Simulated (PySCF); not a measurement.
# C$_{3}$H$_{10}$N$_{2}$Si (SMILES [H]/N=C/CN(C)[SiH3]): what the fields show

```json
{"atom": "C", "x (Å)": "-0.8634", "y (Å)": "-1.2778", "z (Å)": "0.6718"}
{"atom": "N", "x (Å)": "-0.7551", "y (Å)": "-0.1189", "z (Å)": "-0.1821"}
{"atom": "Si", "x (Å)": "-1.2139", "y (Å)": "1.4312", "z (Å)": "0.4159"}
{"atom": "C", "x (Å)": "0.3041", "y (Å)": "-0.2287", "z (Å)": "-1.1444"}
{"atom": "C", "x (Å)": "1.6987", "y (Å)": "-0.1055", "z (Å)": "-0.6043"}
{"atom": "N", "x (Å)": "1.9126", "y (Å)": "0.1805", "z (Å)": "0.5958"}
{"atom": "H", "x (Å)": "0.0078", "y (Å)": "-1.3907", "z (Å)": "1.3237"}
{"atom": "H", "x (Å)": "-1.7512", "y (Å)": "-1.1827", "z (Å)": "1.2924"}
{"atom": "H", "x (Å)": "-0.9593", "y (Å)": "-2.1795", "z (Å)": "0.0590"}
{"atom": "H", "x (Å)": "-2.5491", "y (Å)": "1.2174", "z (Å)": "0.9798"}
{"atom": "H", "x (Å)": "-0.3531", "y (Å)": "2.0654", "z (Å)": "1.4197"}
{"atom": "H", "x (Å)": "-1.2651", "y (Å)": "2.2729", "z (Å)": "-0.7834"}
{"atom": "H", "x (Å)": "0.2306", "y (Å)": "-1.1949", "z (Å)": "-1.6654"}
{"atom": "H", "x (Å)": "0.1809", "y (Å)": "0.5558", "z (Å)": "-1.8991"}
{"atom": "H", "x (Å)": "2.4783", "y (Å)": "-0.2863", "z (Å)": "-1.3618"}
{"atom": "H", "x (Å)": "2.8895", "y (Å)": "0.2508", "z (Å)": "0.8710"}
```

Geometry: GFN2-xTB.

All numbers below come from B3LYP/def2-SVPD, SCF density, gas phase (PySCF).

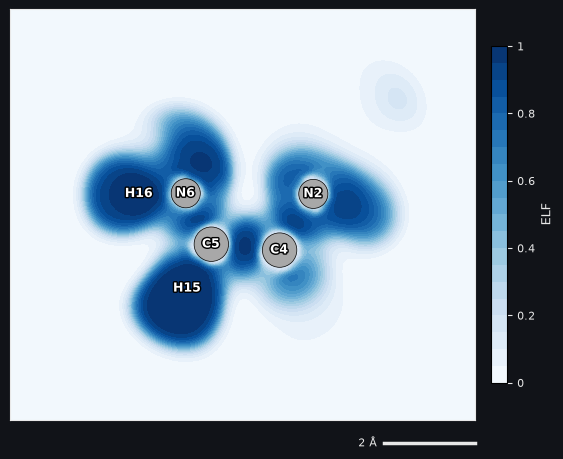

Figure 1. Electron localisation function on the plane of atoms N2, C4 and C5. Grey discs cover the atomic cores.

> Interpret the plot.

The section cuts through N, C and H sites.
C–N (1.25 Å): the ELF peaks at about 0.90 between the atoms (a multiple bond).
C–C (1.50 Å): the ELF peaks at about 0.95 between the atoms: a shared electron pair.
N–H (1.02 Å): the ELF climbs to about 1 towards the hydrogen, as it does in any bond to H; a covalent bond by its length.
C–N (1.44 Å): the ELF peaks at about 0.95 between the atoms, as expected for a covalent bond.
C–H (1.10 Å): the ELF climbs to about 1 towards the hydrogen (a covalent bond by its length).
The ELF also peaks beside N2 and N6, away from the bonds: lone-pair regions.

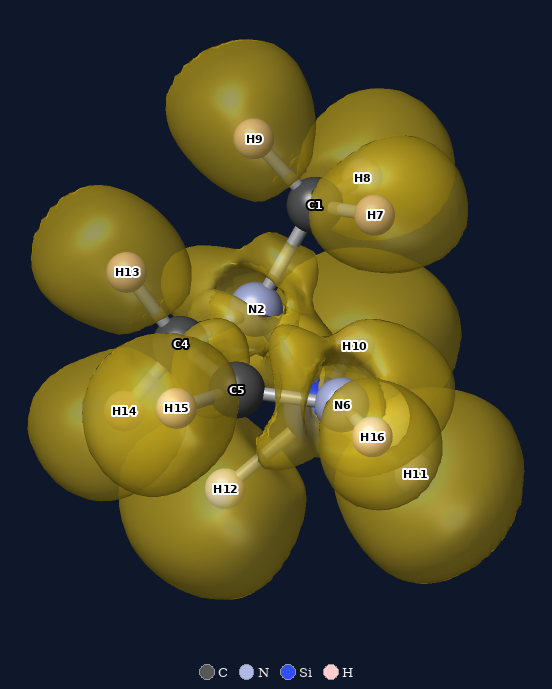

Figure 2. Isosurface of the ELF at 0.75 (yellow), seen at an oblique angle. Core shells and regions of very low density are left out.

> Describe the localisation domains.

The ELF exceeds this value in one region between bonded C–C atoms (shared pairs), nine regions around hydrogen nuclei, one region on N in which the atom's valence shell and bonds are merged and one joined region spread over several atoms (H, N), in which their bonds and any lone pairs are merged.

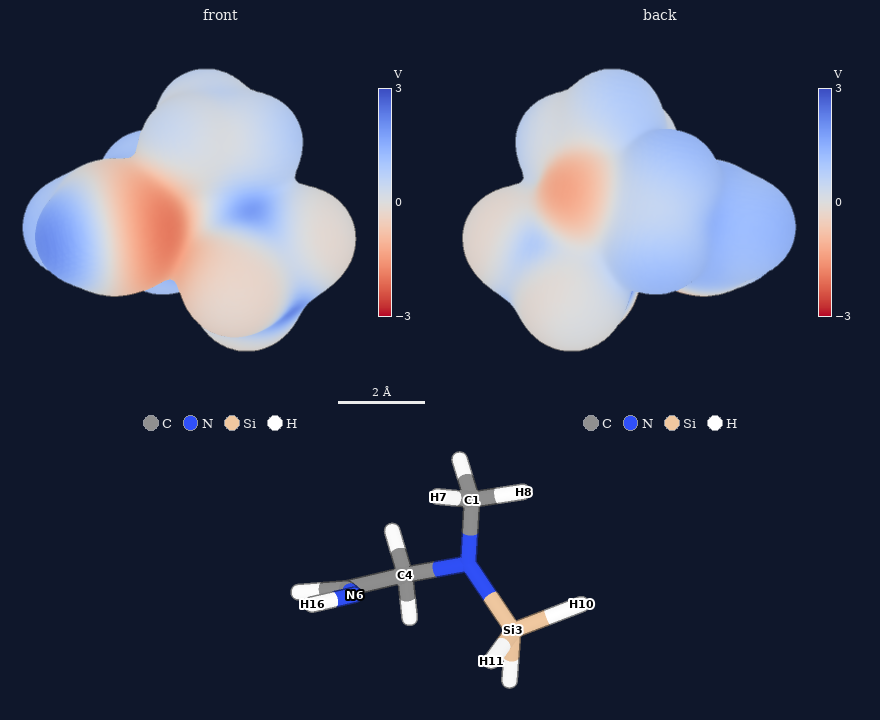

Figure 3. The molecular electrostatic potential painted on the density surface at 0.004 e/bohr³, seen from the front and from behind; the colour scale runs from red (negative) to blue (positive). The bare structure is drawn below in the same view.

> Describe the electrostatic potential map.

The most negative region (about −1.8 V, or −42 kcal/mol for a unit charge) lies over N6, the most positive (about +2.0 V, or +46 kcal/mol for a unit charge) over Si3 and H16. N6 is the likeliest acceptor of a hydrogen bond.
